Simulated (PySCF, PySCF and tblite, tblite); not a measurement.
**C3H8O2Si2: a path driven as rotation about a bond, and NMR exchange**

Aim: the barrier and rate of rotation about a bond in C3H8O2Si2 (`O=C([SiH3])/C=C(\O)[SiH3]`), and what it does to NMR lines.

Computed with tblite 0.8.0 (tight binding) and PySCF 2.14.0 (DFT, with response routines of our own); each step states its level. Atoms count from 0 throughout.

## Step 1: The starting structure

15 atoms, charge 0, multiplicity 1; geometry from: force field or distance geometry start.

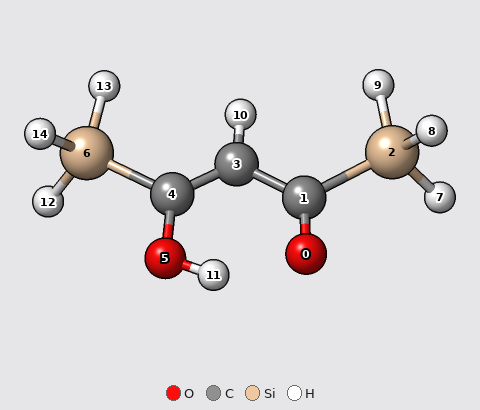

The starting geometry (oxygen red, carbon grey, silicon light orange, hydrogen white), atoms numbered.

## Step 2: GFN2-xTB relaxation, start minimum

The job: settings as JSON, then the geometry in Å.

```
{"job": {"xc": "GFN2-xTB", "basis": "xTB", "kind": "relax"}, "charge": 0, "multiplicity": 1}
O      1.540800    -1.584600     0.164200
C      1.319400    -0.373600     0.273600
Si     2.808200     0.782600     0.331700
C     -0.045200     0.198300     0.383300
C     -1.138400    -0.599300     0.372600
O     -1.060800    -1.979500     0.233400
Si    -2.862900     0.110300     0.497100
H      3.607100     0.736800    -0.920800
H      3.705500     0.509700     1.482500
H      2.332700     2.194800     0.480200
H     -0.130500     1.267700     0.491800
H     -0.110100    -2.236900     0.175200
H     -3.658000    -0.194600    -0.710200
H     -2.756300     1.585000     0.628800
H     -3.555800    -0.408800     1.709600
```

Command:

```console
$ OMP_NUM_THREADS=1 python ens_run.py task.json out
```

One launch serves the whole session.

Standard output:

```text
step      E/eV     max force
  0    -599.86473    2.067
  1    -600.00921    0.689
  2    -600.03592    0.470
  3    -600.04938    0.323
  4    -600.05482    0.205
  5    -600.05872    0.184
  6    -600.06303    0.192
  7    -600.06596    0.146
  8    -600.06803    0.099
  9    -600.06973    0.125
 10    -600.07161    0.124
 11    -600.07338    0.138
 12    -600.07479    0.126
 13    -600.07570    0.082
 14    -600.07634    0.069
 15    -600.07692    0.079
 16    -600.07756    0.072
 17    -600.07820    0.074
 18    -600.07875    0.075
 19    -600.07917    0.052
 20    -600.07959    0.054
 21    -600.08012    0.061
 22    -600.08081    0.077
 23    -600.08156    0.067
 24    -600.08223    0.076
 25    -600.08282    0.066
 26    -600.08339    0.061
 27    -600.08398    0.073
 28    -600.08461    0.066
 29    -600.08520    0.058
 30    -600.08566    0.053
 31    -600.08599    0.049
 32    -600.08627    0.040
 33    -600.08652    0.039
 34    -600.08672    0.036
 35    -600.08683    0.024
 36    -600.08688    0.019
 37    -600.08693    0.022
 38    -600.08700    0.028
 39    -600.08706    0.026
 40    -600.08709    0.014
 41    -600.08710    0.008
 42    -600.08710    0.007
 43    -600.08711    0.006
 44    -600.08712    0.008
 45    -600.08713    0.007
 46    -600.08713    0.005
 47    -600.08714    0.005
 48    -600.08714    0.004
 49    -600.08715    0.004
 50    -600.08715    0.004
 51    -600.08715    0.005
 52    -600.08715    0.006
 53    -600.08716    0.005
 54    -600.08716    0.004
 55    -600.08716    0.002
 56    -600.05664    0.564
 57    -600.07210    0.382
 58    -600.08166    0.270
 59    -600.08529    0.160
 60    -600.08610    0.133
 61    -600.08668    0.068
 62    -600.08695    0.040
 63    -600.08711    0.039
 64    -600.08721    0.035
 65    -600.08728    0.025
 66    -600.08733    0.018
 67    -600.08736    0.015
 68    -600.08739    0.010
 69    -600.08740    0.008
 70    -600.08740    0.006
 71    -600.08740    0.006
 72    -600.08741    0.007
 73    -600.08741    0.008
 74    -600.08742    0.006
 75    -600.08742    0.005
 76    -600.08742    0.004
 77    -600.08742    0.005
 78    -600.08742    0.007
 79    -600.08743    0.004
 80    -600.08743    0.002
```

It took 0.12 s on 1 thread of Arm Neoverse V2, shared host.

The energy fell by 0.223 eV, and the atoms moved 0.16 Å (root mean square).

## Step 3: Relaxed scan, rotation

The job: settings as JSON, then the geometry in Å.

```
{"job": {"xc": "GFN2-xTB", "basis": "xTB", "coordinate": [["t", [0, 1, 3, 4], 0.25], ["t", [0, 1, 3, 10], 0.25], ["t", [2, 1, 3, 4], 0.25], ["t", [2, 1, 3, 10], 0.25]], "kind": "drive"}, "charge": 0, "multiplicity": 1}
O      1.484956    -1.539062     0.183224
C      1.306559    -0.315121     0.297115
Si     2.863845     0.805185     0.321925
C     -0.011258     0.249054     0.391646
C     -1.129827    -0.527383     0.367624
O     -1.062603    -1.845756     0.253566
Si    -2.922700     0.095599     0.491539
H      3.404214     0.816034    -1.036563
H      3.812107     0.210995     1.258870
H      2.465885     2.151977     0.735367
H     -0.106272     1.317472     0.486527
H     -0.094933    -2.097752     0.195158
H     -3.615856    -0.330699    -0.722416
H     -2.889290     1.553538     0.606828
H     -3.516351    -0.522096     1.675667
```

Standard output:

```text
point  coordinate     E/eV
  0     14.300     -600.05621
  1     28.800     -599.96391
  2     43.600     -599.83283
  3     58.700     -599.68776
  4     74.100     -599.57543
  5     89.600     -599.51752
  6    105.200     -599.52468
  7    120.400     -599.58371
  8    135.300     -599.64555
  9    150.100     -599.68777
 10    164.900     -599.70294
 11    179.800     -599.70467
```

Wall time 3.3 s (1 thread of Arm Neoverse V2, shared host).

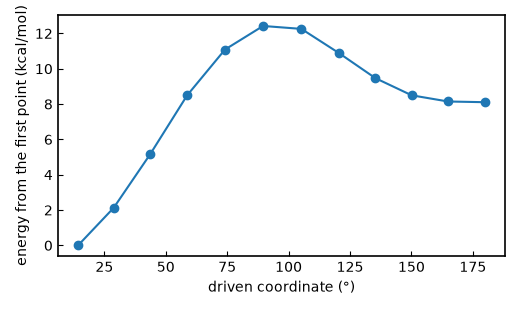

Energy along the scan.

## Step 4: Nudged elastic band, leg 1

The job, as its differences from that of step 3:

```diff
@@ -1,2 +1,2 @@
-{"job": {"xc": "GFN2-xTB", "basis": "xTB", "coordinate": [["t", [0, 1, 3, 4], 0.25], ["t", [0, 1, 3, 10], 0.25], ["t", [2, 1, 3, 4], 0.25], ["t", [2, 1, 3, 10], 0.25]], "kind": "drive"}, "charge": 0, "multiplicity": 1}
+{"job": {"xc": "GFN2-xTB", "basis": "xTB", "kind": "neb"}, "charge": 0, "multiplicity": 1}
 O      1.484956    -1.539062     0.183224
```

Standard output:

```text
image   E - E0 / eV
  0       0.0000
  1       0.1668
  2       0.4938
  3       0.5455
  4       0.4138
  5       0.3912
  6       0.3672
```

Wall time 1.3 s (1 thread of Arm Neoverse V2, shared host); peak memory 0.2 GiB.

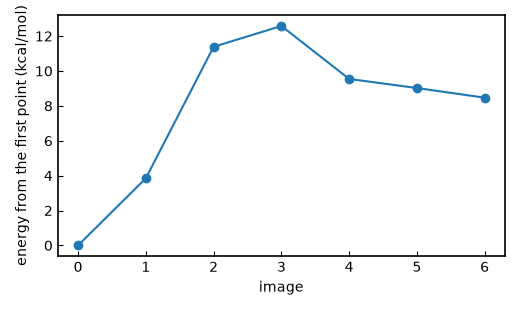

Energy along the band.

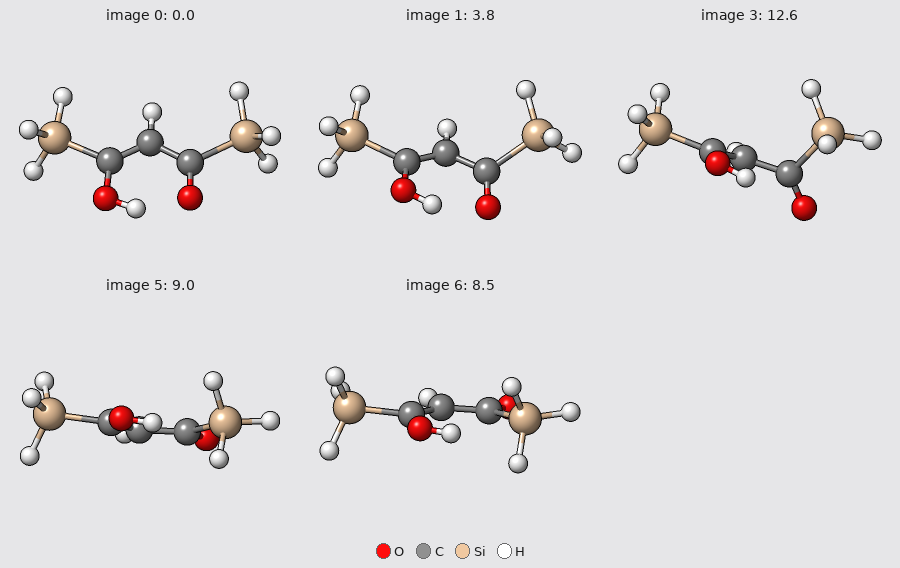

Images along the band, with energies in kcal/mol.

## Step 5: Saddle search, leg 1

The job: settings as JSON, then the geometry in Å.

```
{"job": {"xc": "GFN2-xTB", "basis": "xTB", "kind": "saddle"}, "charge": 0, "multiplicity": 1}
O      1.759225    -0.711495    -2.039470
C      1.308078    -0.170192    -1.050151
Si     2.526331     0.472623     0.311133
C     -0.124455     0.138092    -0.866807
C     -0.923029    -0.354703     0.083862
O     -0.537645    -1.341874     0.941787
Si    -2.734773     0.139037     0.350294
H      3.764858     0.816320    -0.374634
H      2.750448    -0.593114     1.290185
H      1.894138     1.624563     0.952611
H     -0.529876     0.846770    -1.572525
H      0.352586    -1.654552     0.737283
H     -3.570063    -0.525172    -0.652842
H     -2.830715     1.592331     0.191037
H     -3.105110    -0.278635     1.698236
```

Standard output:

```text
step      E/eV     max force
  0    -599.54189   0.0509
  1    -599.53807   0.0667
  2    -599.53409   0.1140
  3    -599.52959   0.1698
  4    -599.53021   0.2509
  5    -599.53046   0.2303
  6    -599.53489   0.1038
  7    -599.53691   0.1178
  8    -599.53942   0.0862
  9    -599.53751   0.2104
 10    -599.54082   0.0316
 11    -599.54172   0.0152
 12    -599.54232   0.0705
 13    -599.54212   0.0092
 14    -599.54258   0.0229
 15    -599.54295   0.0312
 16    -599.54333   0.0193
 17    -599.54356   0.0425
 18    -599.54351   0.0108
 19    -599.54367   0.0154
 20    -599.54378   0.0181
 21    -599.54387   0.0062
 22    -599.54388   0.0040
lowest wavenumbers (cm-1): -87.1 66.0 67.1 80.1 109.6 181.2
```

It took 5.7 s on 1 thread of Arm Neoverse V2, shared host; peak memory 0.2 GiB.

Point group C1; 1 imaginary mode, 87i cm⁻¹, carried by O0, O5, Si2. Steps downhill from it reached both ends.

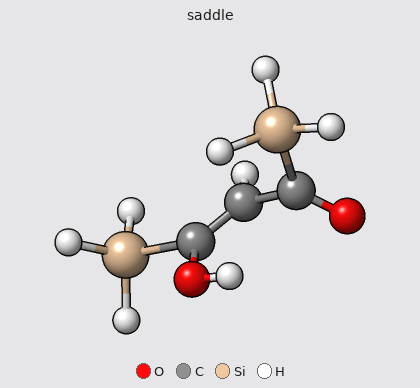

The saddle point.

## Step 6: Shieldings, start: PBE0/pcSseg-1

The job: settings as JSON, then the geometry in Å.

```
{"job": {"kind": "nmr", "xc": "PBE0", "basis": "pcSseg-1", "pop": false}, "charge": 0, "multiplicity": 1}
O      1.484956    -1.539062     0.183224
C      1.306559    -0.315121     0.297115
Si     2.863845     0.805185     0.321925
C     -0.011258     0.249054     0.391646
C     -1.129827    -0.527383     0.367624
O     -1.062603    -1.845756     0.253566
Si    -2.922700     0.095599     0.491539
H      3.404214     0.816034    -1.036563
H      3.812107     0.210995     1.258870
H      2.465885     2.151977     0.735367
H     -0.106272     1.317472     0.486527
H     -0.094933    -2.097752     0.195158
H     -3.615856    -0.330699    -0.722416
H     -2.889290     1.553538     0.606828
H     -3.516351    -0.522096     1.675667
```

Standard output:

```text
coarse grid: 13640 points
cycle   1  E = -847.7375931771  dE =  8.138e-01  |g| = 8.478e-01  |ddm| = 3.550e+00
cycle   2  E = -847.2860167410  dE =  4.516e-01  |g| = 1.713e+00  |ddm| = 2.179e+00
cycle   3  E = -847.8626952663  dE = -5.767e-01  |g| = 2.373e-01  |ddm| = 1.798e+00
cycle   4  E = -847.8733432694  dE = -1.065e-02  |g| = 9.605e-02  |ddm| = 2.682e-01
cycle   5  E = -847.8748156124  dE = -1.472e-03  |g| = 3.146e-02  |ddm| = 7.561e-02
cycle   6  E = -847.8750094631  dE = -1.939e-04  |g| = 1.159e-02  |ddm| = 3.770e-02
cycle   7  E = -847.8750390329  dE = -2.957e-05  |g| = 2.707e-03  |ddm| = 1.058e-02
cycle   8  E = -847.8750404757  dE = -1.443e-06  |g| = 1.116e-03  |ddm| = 2.820e-03
final grid: 122872 points
cycle   9  E = -847.9333984210  dE = -8.997e-06  |g| = 1.310e-02  |ddm| = 2.400e-02
cycle  10  E = -847.9332918375  dE =  1.066e-04  |g| = 2.674e-02  |ddm| = 3.014e-02
cycle  11  E = -847.9334303902  dE = -1.386e-04  |g| = 1.908e-03  |ddm| = 2.175e-02
cycle  12  E = -847.9334310689  dE = -6.786e-07  |g| = 4.389e-04  |ddm| = 1.605e-03
cycle  13  E = -847.9334311009  dE = -3.204e-08  |g| = 1.524e-04  |ddm| = 5.195e-04
cycle  14  E = -847.9334311058  dE = -4.899e-09  |g| = 5.913e-05  |ddm| = 1.816e-04
cycle  15  E = -847.9334311065  dE = -7.574e-10  |g| = 1.962e-05  |ddm| = 6.418e-05
converged SCF energy = -847.9334311065

GIAO shielding tensors (ppm)
atom      isotropic    diamagn.    paramagn.     s11        s22        s33       span
  0 O     -290.647     404.163    -694.810   -869.809   -369.784    367.651   1237.460
  1 C      -43.825     248.835    -292.661   -129.685    -96.218     94.427    224.113
  2 Si     435.216     880.018    -444.802    404.546    437.339    463.763     59.217
  3 C       63.887     262.588    -198.700    -62.760    109.957    144.465    207.225
  4 C       -2.374     253.265    -255.639    -85.590    -25.132    103.599    189.189
  5 O      140.763     394.520    -253.757    -46.105    137.173    331.222    377.327
  6 Si     424.665     879.834    -455.170    399.395    417.472    457.126     57.731
  7 H       27.640      28.707      -1.067     25.189     25.843     31.887      6.698
  8 H       27.760      28.388      -0.627     24.873     26.161     32.247      7.375
  9 H       27.652      29.185      -1.533     24.444     27.018     31.494      7.050
 10 H       25.341      36.207     -10.866     20.805     24.615     30.604      9.799
 11 H       16.407      32.602     -16.195      4.528     14.895     29.798     25.271
 12 H       27.461      28.317      -0.856     24.489     25.774     32.120      7.631
 13 H       27.859      28.997      -1.138     24.557     26.867     32.154      7.598
 14 H       27.458      27.974      -0.516     24.501     25.769     32.105      7.604
```

Wall time 19 s (1 thread of Arm Neoverse V2, shared host); peak memory 0.79 GiB.

This run: HOMO -7.10 eV, LUMO -2.17 eV; dipole 2.52 D.

(Part 1 of 2 ends here.)
